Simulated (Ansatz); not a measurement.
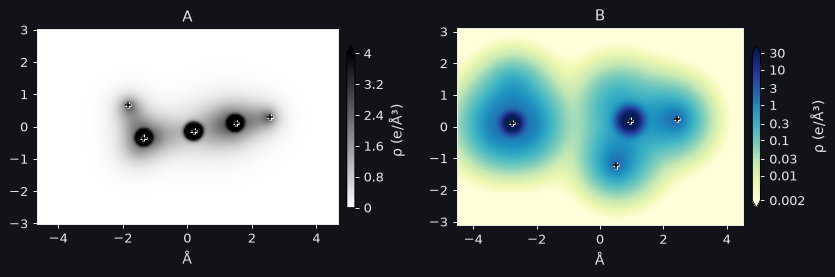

The total electron density of 2 systems, each on a plane through atoms (crosses mark nuclei in the plane).

Theory: Ansatz 0.2.0, RKS PBE0-D4/def2-TZVPPD.

System 1: H$_{2}$S···SiH$_{4}$ (SMILES S.[SiH4]), the plane of atoms H6, Si4 and H7. Geometry: PBE0-D4/def2-TZVP.

| atom | x (Å) | y (Å) | z (Å) |
| --- | --- | --- | --- |
| S | -0.2370 | -0.7983 | -2.2150 |
| H | -0.8614 | 0.3719 | -2.4152 |
| H | 0.9733 | -0.2420 | -2.3741 |
| Si | 0.0233 | 0.1287 | 1.3928 |
| H | -1.3431 | -0.3956 | 1.1516 |
| H | 1.0342 | -0.9169 | 1.1001 |
| H | 0.1437 | 0.5324 | 2.8196 |
| H | 0.2669 | 1.3197 | 0.5401 |

System 2: C$_{2}$H$_{4}$B (SMILES [CH-]=BC) (charge −1), the plane of atoms B2, C3 and H7. Geometry: a frame of the PBE0-D4/def2-SVPD trajectory; the highest occupied orbital lies above zero, a sign that basis and functional describe the outermost electron poorly; not at a stationary point (largest force 0.9 eV/Å).

```xyz
7

C    -1.5211   -1.0588   -0.2821
B    -0.4668   -0.2725   -0.0668
C     0.8387    0.5601    0.1448
H    -2.3958   -1.6660   -0.4339
H     1.0414    1.2333   -0.7155
H     0.7154    1.2071    1.0351
H     1.6781   -0.1502    0.2879
```

Which map belongs to which system?

Panel A is system 2, C$_{2}$H$_{4}$B: the plane holds C, B and H. C–B (1.33 Å): ρ is about 1.9 e/Å³ halfway. Panel B is system 1, H$_{2}$S···SiH$_{4}$: the plane holds S, Si and H. Si4···S1 (3.73 Å): the density falls to about 0.04 e/Å³ on the way (a non-bonded, intermolecular contact).
